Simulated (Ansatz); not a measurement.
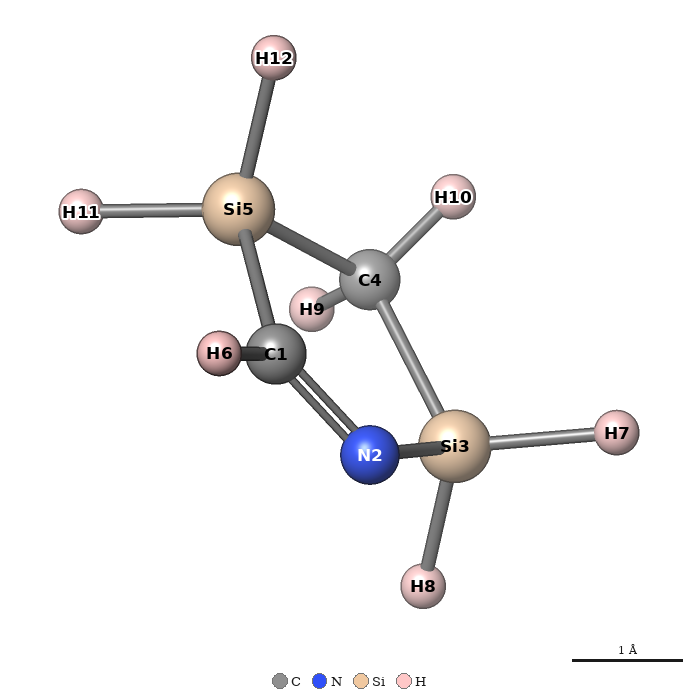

Orthographic view. Depth is shown by fading: the farther an atom, the more it takes the colour of the background. The computed structure is the end point of a PBE-D4/def2-SVP optimisation. No frequency run is at hand to confirm it as a minimum.

Write a MOL file (V2000) with the atoms in numerical order, bonds sorted by atom number with the orders drawn, and coordinates in the frame of the picture: x right, y up, z towards the viewer, origin at the mean position.

```
C2H7NSi2
                    3D

 12 12  0  0  0  0  0  0  0  0999 V2000
   -0.5900   -0.2700    1.5600 C   0  0  0  0  0  0  0  0  0  0  0  0
    0.2700   -1.2000    1.3200 N   0  0  0  0  0  0  0  0  0  0  0  0
    1.0500   -1.1200   -0.3000 Si  0  0  0  0  0  4  0  0  0  0  0  0
    0.2700    0.4100   -1.1300 C   0  0  0  0  0  0  0  0  0  0  0  0
   -0.9400    1.0500    0.1900 Si  0  0  0  0  0  4  0  0  0  0  0  0
   -1.1100   -0.2700    2.5500 H   0  0  0  0  0  0  0  0  0  0  0  0
    2.5300   -0.9900   -0.1000 H   0  0  0  0  0  0  0  0  0  0  0  0
    0.7600   -2.4000   -1.0300 H   0  0  0  0  0  0  0  0  0  0  0  0
   -0.2700    0.1400   -2.0700 H   0  0  0  0  0  0  0  0  0  0  0  0
    1.0300    1.1700   -1.3900 H   0  0  0  0  0  0  0  0  0  0  0  0
   -2.3800    1.0300   -0.2500 H   0  0  0  0  0  0  0  0  0  0  0  0
   -0.6100    2.4400    0.6700 H   0  0  0  0  0  0  0  0  0  0  0  0
  1  2  2  0
  1  5  1  0
  1  6  1  0
  2  3  1  0
  3  4  1  0
  3  7  1  0
  3  8  1  0
  4  5  1  0
  4  9  1  0
  4 10  1  0
  5 11  1  0
  5 12  1  0
M  END
```
